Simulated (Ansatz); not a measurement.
**CH₃GeO (SMILES [O-][CH]=[GeH2]) (charge −1): density, localisation and related maps**

Input file:

```
crystal:
  periodic: [false, false, false]
  atoms:
    - {symbol: C, position_ang: [-0.807109, 1.784055, -0.796096]}
    - {symbol: Ge, position_ang: [0.851216, 0.814483, -0.231541]}
    - {symbol: O, position_ang: [-1.814526, 1.374047, -1.357413]}
    - {symbol: H, position_ang: [-0.851455, 2.851021, -0.391946]}
    - {symbol: H, position_ang: [1.803396, 2.030739, -0.639350]}
    - {symbol: H, position_ang: [1.069860, -0.048498, -1.550407]}
basis:
  gaussian:
    orbitals: def2-TZVPD
output:
  forces: true
  orbitals: {seedname: orbitals}
total_charge: -1
hamiltonian:
  xc: {name: PBE0}
```

Launched as:

```sh
ansatz run input.yaml --threads 2 --pin off --max-ram 4350MiB --events-out events.jsonl --progress --plain --runs-dir runs
```

Geometry: PBE0-D3(BJ)/def2-SVPD.

Computed with isolated molecule in a Gaussian basis; Kohn-Sham density functional theory, functional PBE0 (Ansatz 0.2.0).

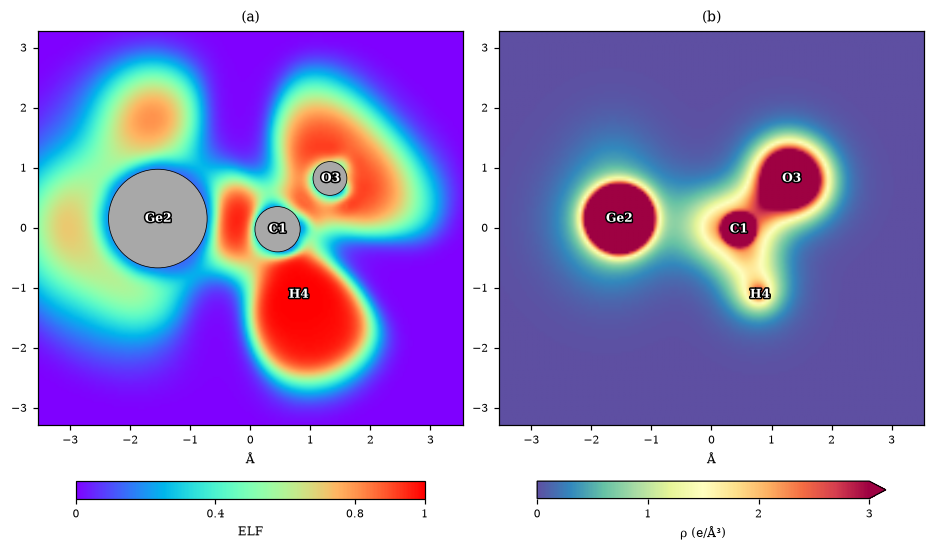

Figure 1. (a) electron localisation function; (b) electron density on the plane of atoms Ge2, C1 and H4. Grey discs cover the atomic cores in the ELF map.

Interpret the plot.

Answer.
- The section cuts through C, Ge, O and H sites.
- C–O (1.22 Å): the density is about 3.3 e/Å³ at the midpoint; the ELF peaks at about 0.85 between the atoms; a short, multiple covalent bond.
- C–Ge (2.00 Å): ρ is about 0.79 e/Å³ halfway; the ELF peaks at about 0.95 in the valence shell of C, 0.7 Å from its nucleus, and is about 0.70 at the midpoint.
- C–H (1.14 Å): ρ at the midpoint is about 1.8 e/Å³; the ELF climbs to about 1 towards the hydrogen, as it does in any bond to H (a covalent bond by its length).
- The ELF also peaks beside O3, away from the bonds: lone-pair regions.

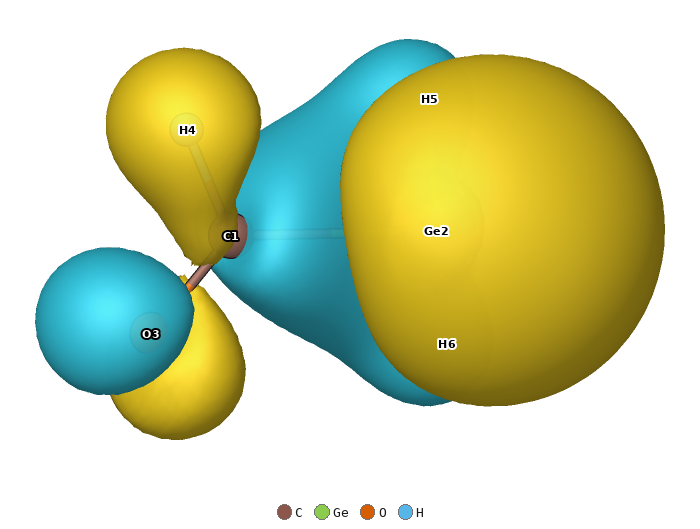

Figure 2. The HOMO at ±0.08 Å⁻³ᐟ² (yellow and cyan are the two phases), seen at an oblique angle.

What is the character of this orbital?

Answer. By Hirshfeld shares it lies mainly on Ge2 (about 60 %), O3 (about 15 %) and C1 (about 10 %). Its energy is −0.48 eV.

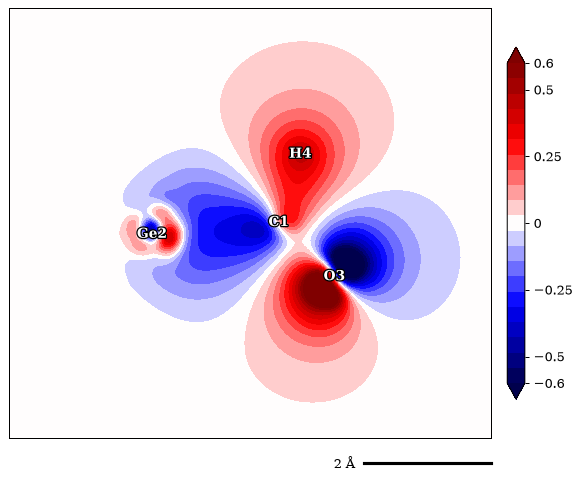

Figure 3. The HOMO−1 on the plane of atoms Ge2, C1 and O3 (values in Å⁻³ᐟ²; the overall sign is arbitrary).

Where does this orbital lie, and at what energy?

Answer. By Hirshfeld shares it lies mainly on O3 (about 35 %), Ge2 (about 30 %), C1 (about 15 %), H4 (about 10 %) and H6 (about 5 %). Its energy is −1.66 eV.
